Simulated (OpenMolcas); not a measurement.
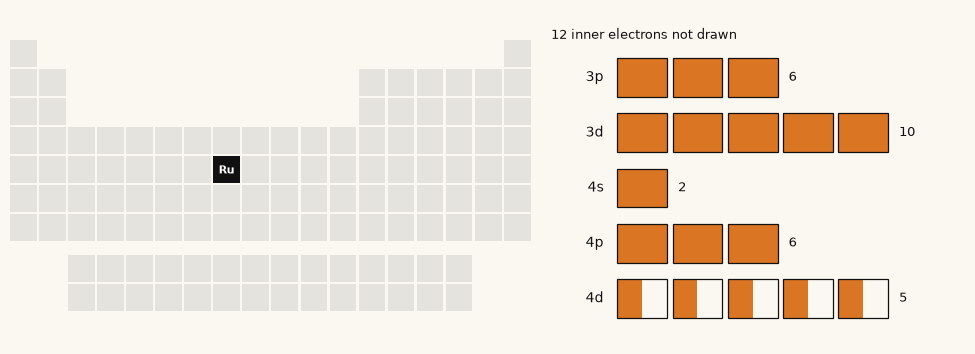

Left, the place of ruthenium in the periodic table; right, the outer shells of the leading configuration of the lowest level: a box for each of the 2l + 1 orbitals, shaded by the share of the shell that is filled, with the electron count at the right.

**Multiconfigurational calculation for Ru³⁺ complex (part 1 of 2)**

System: Ru³⁺ with 6 ligands (NH3; octahedron, 2.1 Å), with no charges around it.
Method: state-averaged CASSCF, active space 5 electrons in the shell 4d, basis ANO-RCC-VTZP on the metal and ANO-RCC-VDZP on the ligands, DKH2 scalar Hamiltonian, spin-orbit coupling by RASSI with atomic mean-field integrals (OpenMolcas).

**The input**
```
&GATEWAY
Coord
25

Ru 0.0 0.0 0.0
N 2.100000 0.000000 0.000000
H 2.482099 0.945728 0.000000
H 2.482099 -0.472864 0.819024
H 2.482099 -0.472864 -0.819024
N 0.000000 2.100000 0.000000
H 0.000000 2.482099 0.945728
H 0.819024 2.482099 -0.472864
H -0.819024 2.482099 -0.472864
N -2.100000 0.000000 0.000000
H -2.482099 -0.945728 0.000000
H -2.482099 0.472864 -0.819024
H -2.482099 0.472864 0.819024
N 0.000000 -2.100000 0.000000
H 0.000000 -2.482099 -0.945728
H -0.819024 -2.482099 0.472864
H 0.819024 -2.482099 0.472864
N 0.000000 0.000000 2.100000
H 0.945728 0.000000 2.482099
H -0.472864 0.819024 2.482099
H -0.472864 -0.819024 2.482099
N 0.000000 0.000000 -2.100000
H -0.945728 0.000000 -2.482099
H 0.472864 -0.819024 -2.482099
H 0.472864 0.819024 -2.482099
Basis=Ru.ANO-RCC-VTZP,H.ANO-RCC-VDZP,N.ANO-RCC-VDZP
Group=XYZ
NoMove
AngMom=0.0 0.0 0.0
AMFI
RICD
&SEWARD
&RASSCF
FileOrb=start.orb
Symmetry=1
Spin=6
nActEl=5 0 0
Inactive=24 24
Ras2=5 0
CIRoot=1 1 1
SDav=1
CIMx=300
Iter=150 100
PrWF=0.3
OrbListing=Nothing
MaxOrb=1
LevShft=1.0
>>> COPY $Project.JobIph JOB001
&RASSCF
FileOrb=start.orb
Symmetry=1
Spin=4
nActEl=5 0 0
Inactive=24 24
Ras2=5 0
CIRoot=24 24 1
SDav=24
CIMx=300
Iter=150 100
PrWF=0.3
OrbListing=Nothing
MaxOrb=0
LevShft=1.0
>>> COPY $Project.JobIph JOB002
&RASSCF
FileOrb=start.orb
Symmetry=1
Spin=2
nActEl=5 0 0
Inactive=24 24
Ras2=5 0
CIRoot=75 75 1
SDav=75
CIMx=300
Iter=150 100
PrWF=0.3
OrbListing=Nothing
MaxOrb=0
LevShft=1.0
>>> COPY $Project.JobIph JOB003
&RASSI
NrOfJobIphs=3 1 24 75
1
1 2 3 4 5 6 7 8 9 10 11 12 13 14 15 16 17 18 19 20 21 22 23 24
1 2 3 4 5 6 7 8 9 10 11 12 13 14 15 16 17 18 19 20 21 22 23 24 25 26 27
28 29 30 31 32 33 34 35 36 37 38 39 40 41 42 43 44 45 46 47 48 49 50 51
52 53 54 55 56 57 58 59 60 61 62 63 64 65 66 67 68 69 70 71 72 73 74 75
IphNames
JOB001
JOB002
JOB003
EJob
SpinOrbit
DIPRint=1.0
SOCoupling=1000.0
Subsets=2
Property=9
'ANGMOM' 1 'ANGMOM' 2 'ANGMOM' 3 'MLTPL  1' 1 'MLTPL  1' 2 'MLTPL  1' 3
'AMFI' 1 'AMFI' 2 'AMFI' 3
SOProperty=3
'ANGMOM' 1 'ANGMOM' 2 'ANGMOM' 3
```

The file start.orb holds starting orbitals from an earlier step. A driver script formed the levels outside the program, from RASSI's spin-orbit matrix and the active-space energies, averaged over the components of each term or state.

Command:
```bash
OMP_NUM_THREADS=1 MOLCAS_MEM=3686 MOLCAS_PROJECT=a pymolcas a.inp > a.log  # once for each step of the input, in one work folder
```

**The program's output (extracts)**
```
--- SEWARD ---
Basis set label: RU.ANO-RCC...7S6P4D2F1G.

      Electronic valence basis set:
      ------------------
      Associated Effective Charge  44.000000 au
      Associated Actual Charge     44.000000 au
      Nuclear Model: Point charge

      Shell  nPrim  nBasis  Cartesian Spherical Contaminant
         s      21       7        X
         p      18       6        X
         d      13       4                 X
         f       6       2                 X
         g       4       1                 X
                  Relativistic Douglas-Kroll-Hess integrals:
                    - DKH order of Hamiltonian: 2
                    - DKH order of Properties : 0
                  Atomic mean-field integrals
--- RASSCF ---
Wave function specifications:
      -----------------------------

      Number of closed shell electrons          96
      Number of electrons in active shells       5
      Max number of holes in RAS1 space          0
      Max nr of electrons in RAS3 space          0
      Number of inactive orbitals               48
      Number of active orbitals                  5
      Number of secondary orbitals             189
      Spin quantum number                      2.5
      State symmetry                             1
Orbital specifications:
      -----------------------

      Symmetry species                           1   2
                                                ag  au
      Frozen orbitals                            0   0
      Inactive orbitals                         24  24
      Active orbitals                            5   0
      RAS1 orbitals                              0   0
      RAS2 orbitals                              5   0
      RAS3 orbitals                              0   0
      Secondary orbitals                        94  95
      Deleted orbitals                           0   0
      Number of basis functions                123 119
      Number of CSFs                             1
      Number of root(s) required                 1
      Iter CI   SX   CI       RASSCF       Energy    max ROT     max BLB   max BLB  Level Ln srch  Step   QN
          iter iter root      energy       change     param      element    value   shift minimum  type update
 Nr of preliminary CI iterations:   1
      Total energies have been shifted. Add                -4000.00 au
        1   1   13    1  -863.52835301    0.00E+00   1.06E-01*  21  61 1  2.29E-01*  0.93   0.00    SX    NO
        2   1   14    1  -863.77963560   -2.51E-01*  6.95E-02   23  27 1  8.11E-02*  0.72   0.00    SX    NO
        3   1   14    1  -863.82689324   -4.73E-02*  3.62E-02   23  27 1  4.19E-02*  0.66   0.00    SX    NO
        4   1   13    1  -863.83759787   -1.07E-02* -1.96E-02   24  29 1 -2.26E-02*  0.64   0.00    SX    NO
        5   1   12    1  -863.84073297   -3.14E-03* -2.32E-02   23  27 1  1.32E-02*  0.63   2.31    LS   YES
        6   1   12    1  -863.84219407   -1.46E-03*  3.75E-03    8  43 2 -3.57E-03*  0.62   1.10    QN   YES
        7   1   11    1  -863.84229571   -1.02E-04*  1.67E-03   21  61 1 -1.64E-03*  0.62   1.45    LS   YES
        8   1   11    1  -863.84230647   -1.08E-05*  5.56E-04    8  46 2 -1.01E-03*  0.62   1.01    QN   YES
        9   1    9    1  -863.84231290   -6.43E-06*  2.35E-04   21  30 1 -3.06E-04*  0.62   1.19    QN   YES
       10   1    9    1  -863.84231366   -7.66E-07* -7.20E-05    9  44 2  1.07E-04*  0.62   1.12    QN   YES
       11   1    8    1  -863.84231375   -8.79E-08*  3.30E-05    8  46 2  2.84E-05   0.62   1.34    QN   YES
       12   1    7    1  -863.84231377   -1.45E-08*  4.69E-06   21  74 1 -1.12E-05   0.62   1.19    QN   YES
       13   1    6    1  -863.84231377   -1.49E-09  -2.32E-06    7  42 2 -4.08E-06   0.62   1.45    QN   YES
      Convergence after 13 iterations
       14   1    6    1  -863.84231377   -2.96E-10  -2.32E-06   21  74 1  1.84E-06   0.62   1.45    QN   YES
      Natural orbitals and occupation numbers for root  1
      sym 1:   1.000000   1.000000   1.000000   1.000000   1.000000
::    RASSCF root number  1 Total energy:  -4863.84231377
--- RASSCF ---
Wave function specifications:
      -----------------------------

      Number of closed shell electrons          96
      Number of electrons in active shells       5
      Max number of holes in RAS1 space          0
      Max nr of electrons in RAS3 space          0
      Number of inactive orbitals               48
      Number of active orbitals                  5
      Number of secondary orbitals             189
      Spin quantum number                      1.5
      State symmetry                             1
Orbital specifications:
      -----------------------

      Symmetry species                           1   2
                                                ag  au
      Frozen orbitals                            0   0
      Inactive orbitals                         24  24
      Active orbitals                            5   0
      RAS1 orbitals                              0   0
      RAS2 orbitals                              5   0
      RAS3 orbitals                              0   0
      Secondary orbitals                        94  95
      Deleted orbitals                           0   0
      Number of basis functions                123 119
      Number of CSFs                            24
      Number of root(s) required                24
      Iter CI   SX   CI       RASSCF       Energy    max ROT     max BLB   max BLB  Level Ln srch  Step   QN
          iter iter root      energy       change     param      element    value   shift minimum  type update
 Nr of preliminary CI iterations:   1
      Total energies have been shifted. Add                -4000.00 au
        1   1   14    0  -863.70708464    0.00E+00   1.18E-02   25  31 1 -1.69E-02*  0.60   0.00    SX    NO
        2   1   13    0  -863.70895855   -1.87E-03* -8.30E-03   24  27 1  9.07E-03*  0.60   0.00    SX    NO
        3   1   13    0  -863.70948093   -5.22E-04* -4.53E-03   24  27 1  4.95E-03*  0.59   0.00    SX    NO
        4   1   12    0  -863.70964337   -1.62E-04* -2.82E-03   24  27 1  3.08E-03*  0.59   0.00    SX    NO
        5   1   11    0  -863.70969590   -5.25E-05* -3.72E-03   24  27 1  1.77E-03*  0.59   2.34    LS   YES
        6   1   10    0  -863.70972142   -2.55E-05*  1.46E-04   12  51 1 -5.13E-04*  0.59   1.01    QN   YES
        7   1    9    0  -863.70972215   -7.28E-07*  1.23E-04   28  34 1  1.38E-04*  0.59   1.03    QN   YES
        8   1    9    0  -863.70972235   -1.97E-07*  6.58E-05   28  34 1  4.62E-05   0.59   1.53    LS   YES
        9   1    8    0  -863.70972238   -2.76E-08* -2.28E-05   22  45 1  2.44E-05   0.59   1.01    QN   YES
       10   1    7    0  -863.70972238   -6.29E-09   1.09E-05   22  45 1  1.45E-05   0.59   1.92    QN   YES
      Convergence after 10 iterations
       11   1    7    0  -863.70972239   -2.42E-09   1.09E-05   22  45 1  3.55E-06   0.59   1.92    QN   YES
      Natural orbitals and occupation numbers for root  1
      sym 1:   1.001981   1.758081   1.235411   0.239928   0.764599
      Natural orbitals and occupation numbers for root  2
      sym 1:   1.758347   1.000982   0.763903   1.236137   0.240633
      Natural orbitals and occupation numbers for root  3
      sym 1:   1.497683   1.000000   0.502317   1.497683   0.502317
::    RASSCF root number  1 Total energy:  -4863.88184385
::    RASSCF root number  2 Total energy:  -4863.88184385
::    RASSCF root number  3 Total energy:  -4863.88117670
::    RASSCF root number  4 Total energy:  -4863.85630134
::    RASSCF root number  5 Total energy:  -4863.85630134
::    RASSCF root number  6 Total energy:  -4863.85561942
::    RASSCF root number  7 Total energy:  -4863.74532593
::    RASSCF root number  8 Total energy:  -4863.73972086
::    RASSCF root number  9 Total energy:  -4863.73972086
::    RASSCF root number 10 Total energy:  -4863.72391040
::    RASSCF root number 11 Total energy:  -4863.72372859
::    RASSCF root number 12 Total energy:  -4863.72372859
::    RASSCF root number 13 Total energy:  -4863.71592683
::    RASSCF root number 14 Total energy:  -4863.71592683
::    RASSCF root number 15 Total energy:  -4863.68039457
::    RASSCF root number 16 Total energy:  -4863.67327566
::    RASSCF root number 17 Total energy:  -4863.67327566
::    RASSCF root number 18 Total energy:  -4863.67298199
::    RASSCF root number 19 Total energy:  -4863.56236015
::    RASSCF root number 20 Total energy:  -4863.56183570
::    RASSCF root number 21 Total energy:  -4863.56183570
::    RASSCF root number 22 Total energy:  -4863.53576206
::    RASSCF root number 23 Total energy:  -4863.53527017
::    RASSCF root number 24 Total energy:  -4863.53527017
--- RASSCF ---
Wave function specifications:
      -----------------------------

      Number of closed shell electrons          96
      Number of electrons in active shells       5
      Max number of holes in RAS1 space          0
      Max nr of electrons in RAS3 space          0
      Number of inactive orbitals               48
      Number of active orbitals                  5
      Number of secondary orbitals             189
      Spin quantum number                      0.5
      State symmetry                             1
Orbital specifications:
      -----------------------

      Symmetry species                           1   2
                                                ag  au
      Frozen orbitals                            0   0
      Inactive orbitals                         24  24
      Active orbitals                            5   0
      RAS1 orbitals                              0   0
      RAS2 orbitals                              5   0
      RAS3 orbitals                              0   0
      Secondary orbitals                        94  95
      Deleted orbitals                           0   0
      Number of basis functions                123 119
      Number of CSFs                            75
      Number of root(s) required                75
      Iter CI   SX   CI       RASSCF       Energy    max ROT     max BLB   max BLB  Level Ln srch  Step   QN
          iter iter root      energy       change     param      element    value   shift minimum  type update
 Nr of preliminary CI iterations:   1
      Total energies have been shifted. Add                -4000.00 au
        1   1   14    0  -863.63176781    0.00E+00  -6.77E-03   25  31 1 -1.01E-02*  0.58   0.00    SX    NO
        2   1   13    0  -863.63246551   -6.98E-04*  4.64E-03   23  29 1 -4.89E-03*  0.58   0.00    SX    NO
        3   1   12    0  -863.63265899   -1.93E-04*  2.40E-03   23  29 1 -2.53E-03*  0.57   0.00    SX    NO
        4   1   11    0  -863.63271762   -5.86E-05*  1.49E-03   23  29 1 -1.57E-03*  0.57   0.00    SX    NO
        5   1   11    0  -863.63273592   -1.83E-05*  1.87E-03   23  29 1 -8.60E-04*  0.57   2.27    LS   YES
        6   1   10    0  -863.63274423   -8.32E-06* -9.11E-05   12  51 1 -3.42E-04*  0.57   1.01    QN   YES
        7   1    9    0  -863.63274448   -2.49E-07*  4.17E-05   12  51 1  8.93E-05   0.57   0.88    QN   YES
        8   1    8    0  -863.63274454   -5.91E-08*  2.94E-05   29  50 1 -2.80E-05   0.57   1.70    LS   YES
        9   1    8    0  -863.63274456   -1.23E-08* -1.59E-05   12  51 1 -2.71E-05   0.57   1.01    QN   YES
       10   1    7    0  -863.63274456   -5.28E-09  -9.09E-06   22  45 1  8.47E-06   0.57   1.40    QN   YES
      Convergence after 10 iterations
       11   1    7    0  -863.63274456   -1.10E-09  -9.09E-06   22  45 1  5.29E-06   0.57   1.40    QN   YES
      Natural orbitals and occupation numbers for root  1
      sym 1:   1.986317   1.987559   1.004611   0.007517   0.013996
      Natural orbitals and occupation numbers for root  2
      sym 1:   1.988383   1.985480   1.004645   0.010183   0.011309
      Natural orbitals and occupation numbers for root  3
      sym 1:   1.990481   1.000551   0.009244   0.009244   1.990481
::    RASSCF root number  1 Total energy:  -4863.96625163
::    RASSCF root number  2 Total energy:  -4863.96625163
::    RASSCF root number  3 Total energy:  -4863.96499375
::    RASSCF root number  4 Total energy:  -4863.83668398
::    RASSCF root number  5 Total energy:  -4863.83668398
::    RASSCF root number  6 Total energy:  -4863.83605891
::    RASSCF root number  7 Total energy:  -4863.83042439
::    RASSCF root number  8 Total energy:  -4863.82092503
::    RASSCF root number  9 Total energy:  -4863.82046712
::    RASSCF root number 10 Total energy:  -4863.82046712
::    RASSCF root number 11 Total energy:  -4863.81184878
::    RASSCF root number 12 Total energy:  -4863.81184878
::    RASSCF root number 13 Total energy:  -4863.78964470
::    RASSCF root number 14 Total energy:  -4863.78906593
::    RASSCF root number 15 Total energy:  -4863.78906593
::    RASSCF root number 16 Total energy:  -4863.78702469
::    RASSCF root number 17 Total energy:  -4863.78702469
::    RASSCF root number 18 Total energy:  -4863.78643749
::    RASSCF root number 19 Total energy:  -4863.76930196
::    RASSCF root number 20 Total energy:  -4863.73651515
::    RASSCF root number 21 Total energy:  -4863.73651515
::    RASSCF root number 22 Total energy:  -4863.69972874
::    RASSCF root number 23 Total energy:  -4863.68514837
::    RASSCF root number 24 Total energy:  -4863.68514837
::    RASSCF root number 25 Total energy:  -4863.68508198
::    RASSCF root number 26 Total energy:  -4863.67487081
::    RASSCF root number 27 Total energy:  -4863.67487081
::    RASSCF root number 28 Total energy:  -4863.66241598
::    RASSCF root number 29 Total energy:  -4863.66241598
::    RASSCF root number 30 Total energy:  -4863.66238432
```

(Continued in part 2.) Outcome of the run: converged.
